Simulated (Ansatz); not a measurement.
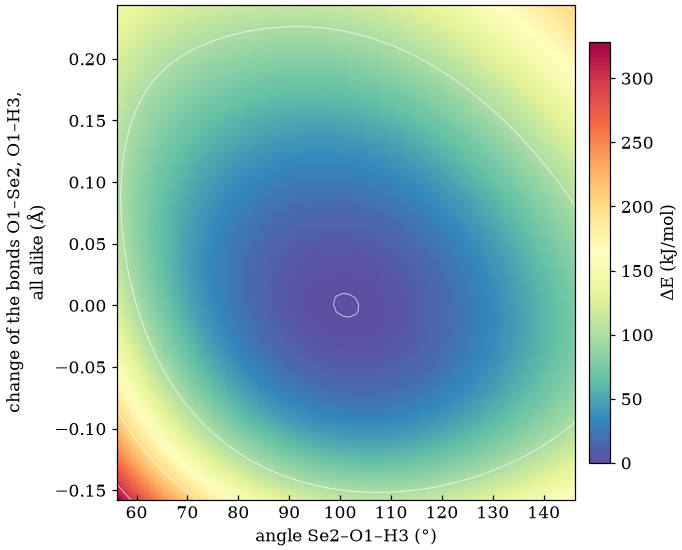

HOSe, SMILES O[Se-], charge −1. The first coordinate is: angle Se2–O1–H3; the second: change of the bonds O1–Se2, O1–H3, all alike. Nothing is relaxed (all other coordinates rigid). The grid has 13 × 13 points. Points are written as (first, second). Energies: kJ/mol, counted from the lowest grid point. The restricted reference is unstable at some or all points, so the energies there are unreliable. The calculation used RHF-MP2, frozen core/def2-TZVPD (Ansatz 0.2.0).

Drawn: a smooth colour map with a few white contour lines. Between grid points the surface is interpolated.

The lowest grid point is at (101.2°, 0.010 Å). No other kind of well shows on this grid. The highest grid point, (56.2°, −0.158 Å), lies 328 kJ/mol above the lowest. Round the minimum the valley is somewhat tilted: raising angle Se2–O1–H3 shifts the best value of the second coordinate downwards (coupling k₁₂/√(k₁₁k₂₂) about 0.2).

The level of theory is changed to Ansatz, RHF/def2-TZVPD; with it change the reference geometry, relaxed at the new level; the new grid has 15 × 15 points, laid about the new relaxed structure. 

How does the landscape change?

Answer. The minimum (interpolated where it lies between grid points) moves from about (101°, 0.000 Å) to about (106°, 0.000 Å). The curvature at the minimum changes from about 3.3 to 3.7 eV/rad² along angle Se2–O1–H3 and from about 65 to 80 eV/Å² along the second coordinate.

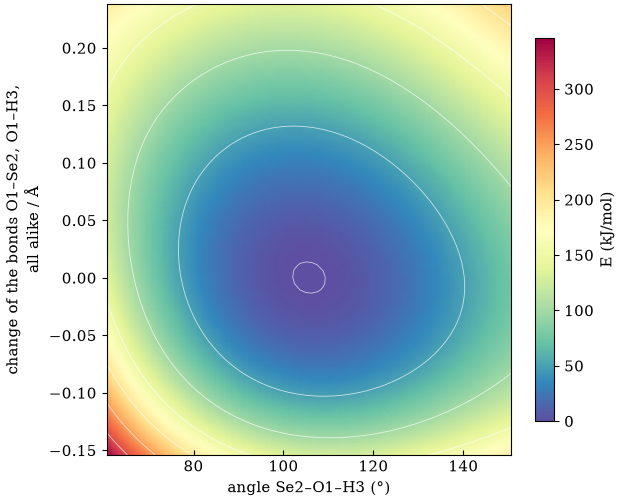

The map after the change, on a colour scale of its own. The picture shows a smooth colour map with a few white contour lines. Between grid points the surface is interpolated.
